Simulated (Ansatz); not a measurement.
The parent structure is AlN in the zinc blende structure (space group F-43m, No. 216; a = 4.370 Å).

The change: an isotropic linear strain of −2.00 %; the atoms relax in the strained cell.

Calculations: Kohn–Sham DFT with the r2SCAN functional, run in Ansatz (a program for electronic structure) with PAW and 500 eV plane waves, no SOC.

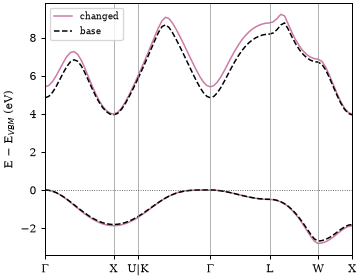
Figure. Highest valence and lowest conduction band along the path, each from its own valence-band maximum

Problem. Read the changed gap and its character from the plot.

Solution. About 4.0 eV, indirect, Γ → X.

Stability against distortions was not tested. This is not the structure that AlN has at room temperature and ambient pressure.
